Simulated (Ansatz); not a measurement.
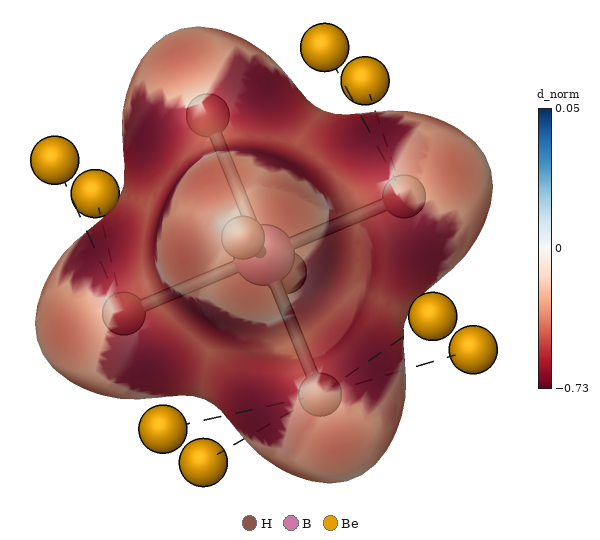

Hirshfeld surface computed for the BH$_{6}$ molecule in Be$_{2}$BH$_{6}$ (Fm-3m), coloured by d_norm. Dashed lines lead to the closest neighbours outside.

The surface is where the fragment's share of the procrystal density (the sum of the densities of spherically averaged neutral Hartree-Fock atoms) equals one half. d_i and d_e are the distances from the surface to the nearest nucleus inside and outside; d_norm adds both, each measured against its van der Waals radius (Alvarez: H 1.20 Å, B 1.91 Å, Be 1.98 Å), so red marks contacts shorter than the sum of radii, white equal and blue longer. X–H bonds are as in the structure, not normalised.

Origin of the cell: coordinates from a relaxation with Ansatz 0.2.0, DFT PBE, scalar-relativistic, plane waves, PAW; the starting structure was generated, so it need not be a known form of this composition.

```cif
data_structure
_symmetry_space_group_name_H-M 'Fm-3m'
_symmetry_Int_Tables_number 225
_cell_length_a 5.5708
_cell_length_b 5.5708
_cell_length_c 5.5708
_cell_angle_alpha 90.000
_cell_angle_beta 90.000
_cell_angle_gamma 90.000
_cell_volume 172.88
loop_
_atom_site_label
_atom_site_type_symbol
_atom_site_symmetry_multiplicity
_atom_site_Wyckoff_symbol
_atom_site_fract_x
_atom_site_fract_y
_atom_site_fract_z
_atom_site_occupancy
Be1 Be 8 c 0.25000 0.75000 0.75000 1
B1 B 4 a 0.00000 0.00000 0.00000 1
H1 H 24 e 0.25968 0.00000 0.00000 1
```

Q: Which contact with the surroundings is the closest relative to the atoms' sizes?

A: H···Be at 1.97 Å, 62 % of the sum of the van der Waals radii.

Q: How is the surface shared among contacts (both directions of a pair summed)?

A: Be···H 58 %, H···H 42 %.

Q: Give the size and shape of the surface.

A: It encloses about 21.4 Å³, has an area of about 45 Å² and a globularity of 0.84 (1 for a sphere).
